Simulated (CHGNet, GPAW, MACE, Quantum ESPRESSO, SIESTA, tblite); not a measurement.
## SIESTA on random packing of P45S55 (at. %) (78 atoms): settings against a plane-wave reference

Wanted: SIESTA inputs and outputs for random packing of P45S55 (at. %) (78 atoms), checked against a plane-wave reference.

Method: the method is named at each step, in SIESTA 5.4.2.

**1. The starting structure**

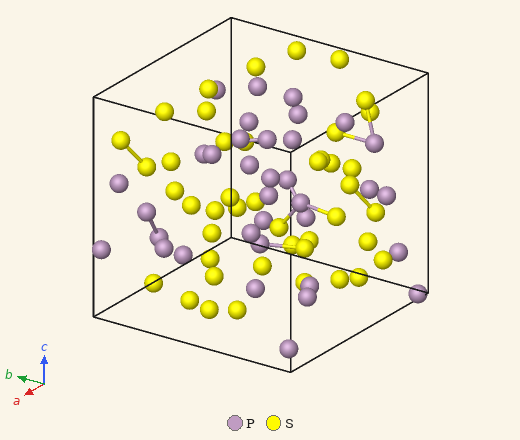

The cell as given, from a free direction (phosphorus pink, sulfur yellow). Bonds to atoms that aren't drawn are left out. Some periodic images of atoms are drawn too.

The cell holds 78 atoms: 35 P and 43 S. Its edges and angles: a = 12.566 Å, b = 12.566 Å, c = 12.566 Å, α = 90.0°, β = 90.0°, γ = 90.0°. 78 atoms (35 P, 43 S) packed at random in a cube at 2.06 g/cm³ and pushed apart as soft spheres; a start for melting by ab initio MD, not an equilibrated structure. Then every atom was moved at random, 0.02 Å r.m.s. a Cartesian component.

The yardstick, on the same geometry:

| Property | Result |
| --- | --- |
| method | Kohn-Sham DFT, PBE, SSSP efficiency 1.3.0 pseudopotentials, plane waves (Quantum ESPRESSO 7.5); sssp-pbe-1.3.0-efficiency, cutoffs 45/360 Ry, Γ point |
| r.m.s. force component | 0.9011 eV/Å |
| longest force | 2.535 eV/Å |
| pressure | -9.756 GPa |
| time | 9.5 min on 4 MPI ranks of Arm Neoverse V2, shared host |
| CPU time | 38 min |

**2. PBE, DZP, shift 0.01 Ry, mesh 300 Ry**

Method: Kohn-Sham DFT, PBE, PseudoDojo 0.4.1 norm-conserving pseudopotentials (converted to PSML), numerical atomic orbitals (DZP), diagonalisation.

The .psml files are PseudoDojo norm-conserving potentials that we converted to this format, checked against plane waves on the same files for H, C, O, Si, Ge and Ca alone.

The input, input.fdf:

```
SystemLabel cell
NumberOfAtoms 78
NumberOfSpecies 2
%block ChemicalSpeciesLabel
  1 15 P
  2 16 S
%endblock ChemicalSpeciesLabel
LatticeConstant 1.0 Ang
%block LatticeVectors
  12.56590 0.00000 0.00000
  0.00000 12.56590 0.00000
  0.00000 0.00000 12.56590
%endblock LatticeVectors
PAO.BasisSize DZP
PAO.EnergyShift 0.01 Ry
XC.Functional GGA
XC.Authors PBE
MeshCutoff 300 Ry
%block kgrid_Monkhorst_Pack
  1 0 0 0.0
  0 1 0 0.0
  0 0 1 0.0
%endblock kgrid_Monkhorst_Pack
SolutionMethod diagon
OccupationFunction FD
ElectronicTemperature 580 K
SCF.Mixer.Method Pulay
SCF.Mixer.Weight 0.15
SCF.Mixer.History 8
SCF.Mix Hamiltonian
MaxSCFIterations 300
SCF.DM.Tolerance 1e-04
SCF.H.Tolerance 1.0e-3 eV
WriteForces T
Write.HirshfeldPop T
Write.VoronoiPop T
Write.DM F
Write.H F
XML.Write F
AtomicCoordinatesFormat Fractional
%block AtomicCoordinatesAndAtomicSpecies
  0.71931 0.40756 0.93544 1
  0.94526 0.47719 0.85237 1
  0.20656 0.12827 0.72252 1
  0.14501 0.85225 0.53767 1
  0.39671 0.81995 0.56671 1
  0.14203 0.79931 0.12132 1
  0.57496 0.25893 0.95407 1
  0.96103 0.16514 0.63477 1
  0.76783 0.08398 0.59930 1
  0.40421 0.53433 0.70908 1
  0.05422 0.01361 0.01212 1
  0.28672 0.65340 0.16232 1
  0.10905 0.34572 0.72766 1
  0.19575 0.54846 0.82213 1
  0.64763 0.45381 0.70112 1
  0.95700 0.57477 0.37279 1
  0.52192 0.51216 0.07945 1
  0.82775 0.12911 0.01257 1
  0.36212 0.61258 0.91436 1
  0.18157 0.02367 0.24476 1
  0.19561 0.07417 0.49397 1
  0.36713 0.35673 0.02397 1
  0.63872 0.89472 0.20842 1
  0.36656 0.04182 0.59308 1
  0.80470 0.15273 0.76617 1
  0.97326 0.97876 0.30130 1
  0.52442 0.28052 0.52803 1
  0.16988 0.68100 0.41217 1
  0.87847 0.75195 0.37983 1
  0.57417 0.20030 0.18826 1
  0.60395 0.65378 0.97624 1
  0.14040 0.59104 0.59849 1
  0.39805 0.53113 0.45247 1
  0.76429 0.89494 0.41807 1
  0.89600 0.94280 0.58342 1
  0.92282 0.28552 0.94931 2
  0.04907 0.63262 0.96004 2
  0.04531 0.19677 0.11669 2
  0.38506 0.08285 0.18903 2
  0.68280 0.01633 0.83206 2
  0.06935 0.21781 0.33644 2
  0.58027 0.47077 0.50533 2
  0.88442 0.22388 0.38545 2
  0.40603 0.02197 0.37435 2
  0.71586 0.80515 0.65236 2
  0.94021 0.77154 0.71778 2
  0.82022 0.39614 0.58490 2
  0.55155 0.69627 0.39845 2
  0.94790 0.54800 0.17076 2
  0.32028 0.33426 0.62877 2
  0.42961 0.78592 0.03322 2
  0.31277 0.38487 0.25430 2
  0.88995 0.58046 0.57354 2
  0.55353 0.89902 0.43716 2
  0.19723 0.48958 0.15092 2
  0.09763 0.38070 0.00131 2
[... 18 atom lines left out ...]
  0.72907 0.11746 0.28196 2
  0.15672 0.27679 0.55300 2
  0.43896 0.79086 0.23114 2
  0.41628 0.83382 0.76762 2
%endblock AtomicCoordinatesAndAtomicSpecies
```

Started as:

```console
OMP_NUM_THREADS=1 mpirun -np 2 siesta < input.fdf > output.txt
```

Log:

```text
Version         : 5.4.2
reinit: System Name:
reinit: System Label: cell
initatom: Reading input for the pseudopotentials and atomic orbitals ----------
Species number:   1 Atomic number:   15 Label: P
Species number:   2 Atomic number:   16 Label: S
Ground state valence configuration (from tables):   3s02  3p03  3d00  4f00
Ground state valence configuration (from tables):   3s02  3p04  3d00  4f00
---- Processing specs for species: P
GGA--PBE XC_GGA_X_PBE--XC_GGA_C_PBE pb
---- Processing specs for species: S
GGA--PBE XC_GGA_X_PBE--XC_GGA_C_PBE pb
P pseudopotential only contains V_ls up to l=2 -- lmxkb reset.
S pseudopotential only contains V_ls up to l=2 -- lmxkb reset.
Using PAO.SplitTailNorm
%block ChemicalSpeciesLabel
    1   15 P                       # Species index, atomic number, species label
    2   16 S                       # Species index, atomic number, species label
%endblock ChemicalSpeciesLabel
%block PAO.Basis                 # Define Basis set
P                     2                    # Species label, number of l-shells
 n=3   0   2                         # n, l, Nzeta
   4.859      3.414
   1.000      1.000
 n=3   1   2 P   1                   # n, l, Nzeta, Polarization, NzetaPol
   6.081      4.321
   1.000      1.000
S                     2                    # Species label, number of l-shells
 n=3   0   2                         # n, l, Nzeta
   4.449      3.085
   1.000      1.000
 n=3   1   2 P   1                   # n, l, Nzeta, Polarization, NzetaPol
   5.501      3.851
   1.000      1.000
%endblock PAO.Basis
coor:   Atomic-coordinates input format  =     Fractional
siesta: System type = bulk
initatomlists: Number of atoms, orbitals, and projectors:     78  1014  1404
siesta: ******************** Simulation parameters ****************************
Total number of electrons:   433.000000
Total ionic charge:   433.000000
 Kpoints in:            1 . Kpoints trimmed:            1
siesta: k-grid: Number of k-points = 1
siesta: k-points from Monkhorst-Pack grid
siesta: k-cutoff (effective) =     6.283 Ang
siesta: k-point supercell and displacements
siesta: k-grid:     1     0     0      0.000
siesta: k-grid:     0     1     0      0.000
siesta: k-grid:     0     0     1      0.000
                     ====================================
                        Single-point calculation
                     ====================================
outcell: Unit cell vectors (Ang):
       12.565900    0.000000    0.000000
        0.000000   12.565900    0.000000
        0.000000    0.000000   12.565900
outcell: Cell vector modules (Ang)   :   12.565900   12.565900   12.565900
outcell: Cell angles (23,13,12) (deg):     90.0000     90.0000     90.0000
outcell: Cell volume (Ang**3)        :   1984.1788
Gamma-point calculation with multiply-connected orbital pairs
Gamma-point calculation with multiply-connected orbital pairs
Folding of H and S implicitly performed
Folding of H and S implicitly performed
new_DM -- step:     1
Initializing Density Matrix...
Attempting to read DM from file... Failed...
DM filled with atomic data:
InitMesh: MESH = 144 x 144 x 144 = 2985984
InitMesh: Mesh cutoff (required, used) =   300.000   362.944 Ry
stepf: Fermi-Dirac step function
        iscf     Eharris(eV)        E_KS(eV)     FreeEng(eV)     dDmax    Ef(eV) dHmax(eV)
   scf:    1   -19392.521091   -19361.380069   -19361.880167  0.788965 -4.009084 15.166130
   scf:    2   -18671.985027   -19206.112746   -19206.623005  1.363680 -4.054178 39.816657
   scf:    3   -19347.429519   -19398.578987   -19399.092776  1.163558 -4.119085  6.218455
   scf:    4   -19402.423897   -19404.168292   -19404.692056  0.161704 -4.153618  2.290295
   scf:    5   -19403.693541   -19404.939642   -19405.471666  0.115574 -4.197254  1.871262
   scf:    6   -19405.321008   -19405.623560   -19406.156456  0.078142 -4.244254  1.353549
[...]
scf:   27   -19406.162040   -19406.162052   -19406.715761  0.000186 -4.438963  0.002799
   scf:   28   -19406.162098   -19406.162076   -19406.715762  0.000183 -4.438895  0.000975
   scf:   29   -19406.162083   -19406.162079   -19406.715762  0.000069 -4.438875  0.000939
SCF Convergence by DM+H criterion
max |DM_out - DM_in|         :     0.0000692668
max |H_out - H_in|      (eV) :     0.0009389580
SCF cycle converged after 29 iterations
Using DM_out to compute the final energy and forces
siesta: E_KS(eV) =           -19406.1621
siesta: E_KS - E_eggbox =    -19406.1621
siesta: Atomic forces (eV/Ang):
     1   -0.418459   -0.545987    0.562420
     2    1.205661   -0.195174    0.590908
     3    0.623929   -1.308806    0.845444
     4    0.963580   -0.962608   -0.687749
     5   -0.334246    1.310898    1.846906
     6    0.812644   -0.674451    0.741749
[...]
76    0.662777    0.151312    0.863197
    77    1.361452    0.312427   -1.272426
    78   -0.392167   -0.181243   -2.309048
----------------------------------------
   Tot    0.005504    0.002031   -0.002412
----------------------------------------
   Max    2.309048
   Res    0.813960    sqrt( Sum f_i^2 / 3N )
----------------------------------------
   Max    2.309048    constrained
Stress tensor Voigt[x,y,z,yz,xz,xy] (kbar):      110.65      103.05      109.76        0.30        4.44        6.74
(Free)E + p*V (eV/cell)   -19540.2436
Target enthalpy (eV/cell)   -19406.7158
siesta: Program's energy decomposition (eV):
siesta: Ebs     =     -4362.253749
siesta: Eions   =     35893.721915
siesta: Ena     =     12288.377895
siesta: Ekin    =      6569.483656
siesta: Enl     =      2707.132007
siesta: DEna    =       379.555898
siesta: DUscf   =        10.711656
siesta: Ex      =     -4942.132752
siesta: Ec      =      -525.568525
siesta: Exc     =     -5467.701277
siesta: Eharris =    -19406.162083
siesta: Etot    =    -19406.162079
siesta: FreeEng =    -19406.715762
siesta: Final energy (eV):
siesta:  Band Struct. =   -4362.253749
siesta:       Kinetic =    6569.483656
siesta:       Hartree =    2969.111553
siesta:         Exch. =   -4942.132752
siesta:         Corr. =    -525.568525
siesta:   Exch.-corr. =   -5467.701277
siesta:  Ion-electron =  -11456.728635
siesta:       Ion-ion =  -12020.327376
siesta:         Total =  -19406.162079
siesta:         Fermi =      -4.438875
siesta: Stress tensor (static) (eV/Ang**3):
siesta:     0.069065    0.004205    0.002768
siesta:     0.004205    0.064317    0.000186
siesta:     0.002768    0.000186    0.068507
siesta: Cell volume =       1984.178767 Ang**3
siesta: Pressure (static):
siesta:                Solid            Molecule  Units
siesta:          -0.00073295         -0.00067783  Ry/Bohr**3
siesta:          -0.06729627         -0.06223590  eV/Ang**3
siesta:        -107.82051635        -99.71289707  kBar
    Orbital volume contribution        =          35.484333 eV
    (Free)E + p_basis*V_orbitals       =      -19371.231429 eV
    (Free)Eharris+ p_basis*V_orbitals  =      -19371.231432 eV
Hirshfeld Atomic Populations:
Atom #   charge [q] valence [e]  Species
     1     0.023610    4.976390  P
     2     0.049587    4.950413  P
     3     0.079517    4.920483  P
     4    -0.006366    5.006366  P
     5     0.066279    4.933721  P
     6     0.056135    4.943865  P
[...]
36     0.007768    5.992232  S
    37    -0.040242    6.040242  S
    38    -0.063890    6.063890  S
    39    -0.065038    6.065038  S
    40     0.001578    5.998422  S
    41     0.017972    5.982028  S
[...]
--------------------
 Total    -0.000020
Voronoi Atomic Populations:
Atom #   charge [q] valence [e]  Species
[...]
33     0.062459    4.937541  P
    34     0.054524    4.945476  P
    35     0.075073    4.924927  P
[...]
76     0.007605    5.992395  S
    77    -0.004047    6.004047  S
    78    -0.077485    6.077485  S
--------------------
 Total    -0.000020
```

It took 2.6 min on 2 MPI ranks of Arm Neoverse V2, shared host; peak memory 1.5 GiB.

Banners, paths, timers and routine set-up lines are dropped from the logs unmarked, and long logs keep their key lines alone; longer cuts are marked.

Numbers from this run, and their distance from the reference:

```yaml
r_m_s_force_component: 0.814 eV/Å
r_m_s_difference_of_force_components: 131.9 meV/Å
longest_difference_of_force_vectors: 432.2 meV/Å
force_difference_over_r_m_s_force: 14.64 %
slope_of_forces_against_the_reference_s: 0.8972
correlation_of_force_components: 0.9933
pressure: -10.78 GPa
pressure_difference: -1.026 GPa
```

Length of the force difference by element (eV/Å):

| element | atoms | mean | most |
| --- | --- | --- | --- |
| P | 35 | 0.19 | 0.38 |
| S | 43 | 0.22 | 0.43 |

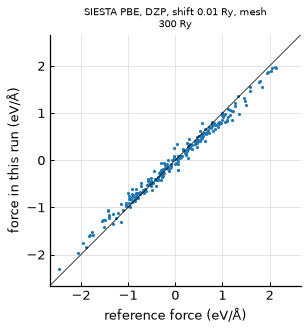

Force components against those of the reference; the line marks equality.

The surroundings of P7, picked at random, nearest first, numbered as they follow in the input and with coordinates relative to it.

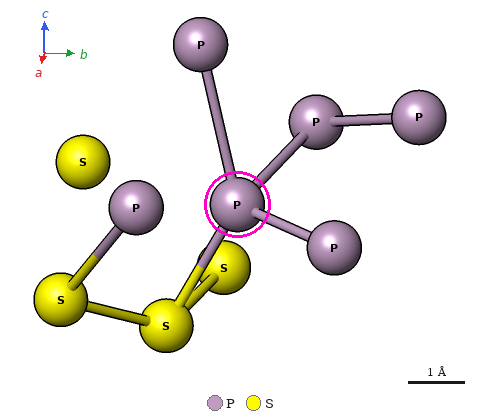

The atoms of the table, within 3.8 Å (arrows a, b, c point along x, y, z); some may hide others; the central atom is ringed.

| atom | x | y | z | distance (Å) | Hirshfeld charge (e) | Fx | Fy | Fz (eV/Å) |
| --- | --- | --- | --- | --- | --- | --- | --- | --- |
| P7 | 0.00 | 0.00 | 0.00 | 0.00 | 0.02 | -0.16 | 0.60 | -0.40 |
| P1 | 1.81 | 1.87 | -0.23 | 2.61 | 0.02 | -0.42 | -0.55 | 0.56 |
| S68 | -0.32 | -1.24 | -2.39 | 2.71 | -0.06 | 0.42 | 0.10 | 1.65 |
| P22 | -2.61 | 1.23 | 0.88 | 3.02 | 0.05 | 1.68 | 0.72 | 0.51 |
| P30 | -0.01 | -0.74 | 2.94 | 3.03 | 0.10 | 0.09 | 0.08 | 1.90 |
| S63 | -2.90 | -0.38 | -1.98 | 3.53 | 0.03 | 0.34 | -0.82 | -0.22 |
| P17 | -0.67 | 3.18 | 1.58 | 3.61 | 0.01 | -0.69 | -0.05 | -1.13 |
| P18 | 3.18 | -1.63 | 0.74 | 3.65 | 0.07 | 1.48 | 0.79 | -0.63 |
| S40 | 1.36 | -3.05 | -1.53 | 3.67 | 0.00 | 0.36 | 1.56 | -0.39 |
| S69 | -2.38 | -2.93 | 0.02 | 3.78 | -0.16 | -0.26 | 0.41 | 0.27 |

Forces lie 15 % from the reference's, at 0.14 times its CPU time (on 2 against 4 cores).

**3. PBE, DZ, shift 0.01 Ry, mesh 300 Ry**

Method: Kohn-Sham DFT, PBE, PseudoDojo 0.4.1 norm-conserving pseudopotentials (converted to PSML), numerical atomic orbitals (DZ), diagonalisation.

Changes to input.fdf since step 2:

```diff
@@ -13,3 +13,3 @@
 %endblock LatticeVectors
-PAO.BasisSize DZP
+PAO.BasisSize DZ
 PAO.EnergyShift 0.01 Ry
```

Started as:

```console
OMP_NUM_THREADS=1 siesta < input.fdf > output.txt
```

Log:

```text
Version         : 5.4.2
reinit: System Name:
reinit: System Label: cell
initatom: Reading input for the pseudopotentials and atomic orbitals ----------
Species number:   1 Atomic number:   15 Label: P
Species number:   2 Atomic number:   16 Label: S
Ground state valence configuration (from tables):   3s02  3p03  3d00  4f00
[... lines left out ...]
        iscf     Eharris(eV)        E_KS(eV)     FreeEng(eV)     dDmax    Ef(eV) dHmax(eV)
[... lines left out ...]
SCF Convergence by DM+H criterion
[... lines left out ...]
SCF cycle converged after 31 iterations
[... lines left out ...]
   Max    2.248060
[... lines left out ...]
   Max    2.248060    constrained
Stress tensor Voigt[x,y,z,yz,xz,xy] (kbar):       51.63       37.30       52.60       -0.79        3.42        6.51
[... lines left out ...]
siesta: FreeEng =    -19367.684816
[... lines left out ...]
siesta:         Fermi =      -4.292331
[... lines left out ...]
siesta:          -0.02944385         -0.03429661  eV/Ang**3
siesta:         -47.17424461        -54.94922575  kBar
    Orbital volume contribution        =          23.838053 eV
    (Free)E + p_basis*V_orbitals       =      -19343.846763 eV
    (Free)Eharris+ p_basis*V_orbitals  =      -19343.846769 eV
Hirshfeld Atomic Populations:
Atom #   charge [q] valence [e]  Species
     1     0.013846    4.986154  P
     2     0.064990    4.935010  P
     3     0.078722    4.921278  P
[...]
36     0.013128    5.986872  S
    37    -0.035357    6.035357  S
    38    -0.063906    6.063906  S
[...]
--------------------
 Total    -0.000018
Voronoi Atomic Populations:
Atom #   charge [q] valence [e]  Species
[...]
34     0.069937    4.930063  P
    35     0.066667    4.933333  P
[...]
77    -0.000546    6.000546  S
    78    -0.065495    6.065495  S
--------------------
 Total    -0.000018
```

Wall time 2.5 min (1 thread); peak memory 0.82 GiB.

Against the reference:

| Item | Value |
| --- | --- |
| r.m.s. force component | 0.6783 eV/Å |
| r.m.s. difference of force components | 757.8 meV/Å |
| longest difference of force vectors | 2620 meV/Å |
| force difference over r.m.s. force | 84.09 % |
| slope of forces against the reference's | 0.4297 |
| correlation of force components | 0.5709 |
| pressure | -4.717 GPa |
| pressure difference | 5.039 GPa |

This is a coarse setting, run to see what it loses.

Against the first run (15 %), the force difference from the reference is 84 %, at 0.48 times the CPU time (on 1 against 2 cores), with 624 basis functions against 1014: the smaller basis costs accuracy.

**4. PBE, SZP, shift 0.01 Ry, mesh 300 Ry**

Method: Kohn-Sham DFT, PBE, PseudoDojo 0.4.1 norm-conserving pseudopotentials (converted to PSML), numerical atomic orbitals (SZP), diagonalisation.

Changes to input.fdf since step 3:

```diff
@@ -13,3 +13,3 @@
 %endblock LatticeVectors
-PAO.BasisSize DZ
+PAO.BasisSize SZP
 PAO.EnergyShift 0.01 Ry
```

Log:

```text
Version         : 5.4.2
reinit: System Name:
reinit: System Label: cell
initatom: Reading input for the pseudopotentials and atomic orbitals ----------
Species number:   1 Atomic number:   15 Label: P
Species number:   2 Atomic number:   16 Label: S
Ground state valence configuration (from tables):   3s02  3p03  3d00  4f00
Ground state valence configuration (from tables):   3s02  3p04  3d00  4f00
---- Processing specs for species: P
GGA--PBE XC_GGA_X_PBE--XC_GGA_C_PBE pb
---- Processing specs for species: S
GGA--PBE XC_GGA_X_PBE--XC_GGA_C_PBE pb
[... lines left out ...]
stepf: Fermi-Dirac step function
        iscf     Eharris(eV)        E_KS(eV)     FreeEng(eV)     dDmax    Ef(eV) dHmax(eV)
[... lines left out ...]
SCF Convergence by DM+H criterion
[... lines left out ...]
SCF cycle converged after 34 iterations
[... lines left out ...]
   Max    2.020886
[... lines left out ...]
   Max    2.020886    constrained
Stress tensor Voigt[x,y,z,yz,xz,xy] (kbar):      103.70       94.03      105.41       -0.44        3.70        6.15
[... lines left out ...]
siesta: FreeEng =    -19395.758689
[... lines left out ...]
siesta:       Ion-ion =  -12020.327376
siesta:         Total =  -19395.201805
siesta:         Fermi =      -4.418789
siesta: Stress tensor (static) (eV/Ang**3):
siesta:     0.064727    0.003839    0.002311
siesta:     0.003839    0.058687   -0.000276
siesta:     0.002311   -0.000276    0.065791
siesta: Cell volume =       1984.178767 Ang**3
siesta: Pressure (static):
siesta:                Solid            Molecule  Units
siesta:          -0.00068690         -0.00066538  Ry/Bohr**3
siesta:          -0.06306847         -0.06109209  eV/Ang**3
siesta:        -101.04682511        -97.88031417  kBar
    Orbital volume contribution        =          29.336370 eV
    (Free)E + p_basis*V_orbitals       =      -19366.422319 eV
    (Free)Eharris+ p_basis*V_orbitals  =      -19366.422318 eV
Hirshfeld Atomic Populations:
Atom #   charge [q] valence [e]  Species
     1     0.022578    4.977422  P
     2     0.052492    4.947508  P
     3     0.082074    4.917926  P
[...]
36     0.000649    5.999351  S
    37    -0.043012    6.043012  S
    38    -0.060280    6.060280  S
[...]
--------------------
 Total    -0.000017
Voronoi Atomic Populations:
Atom #   charge [q] valence [e]  Species
[...]
34     0.036694    4.963306  P
    35     0.075449    4.924551  P
[...]
77    -0.009785    6.009785  S
    78    -0.074902    6.074902  S
--------------------
 Total    -0.000017
```

It took 4.4 min on 1 thread; peak memory 1.1 GiB.

Against the reference:

```yaml
r_m_s_force_component: 0.6984 eV/Å
r_m_s_difference_of_force_components: 357.8 meV/Å
longest_difference_of_force_vectors: 1210 meV/Å
force_difference_over_r_m_s_force: 39.71 %
slope_of_forces_against_the_reference_s: 0.7215
correlation_of_force_components: 0.9309
pressure: -10.1 GPa
pressure_difference: -0.3484 GPa
```

This is a coarse setting, run to see what it loses.

Against the first run (15 %), the force difference from the reference is 40 %, at 0.86 times the CPU time (on 1 against 2 cores), with 702 basis functions against 1014: the smaller basis costs accuracy.

[end of part 1 of 2]

[Also dropped from logs without a mark: logging warnings of Python, and SIESTA's first energy breakdown and zero terms.]

[Logs are printed without paths, hosts, clocks, repeated set-up lines and the standing remarks that a program may print on its own settings, such as how far it seeks lower states.]

[Hosts, paths, dates, database ids (printed as entryN), source tags and the programs' standing remarks are cut or masked in the printed files.]
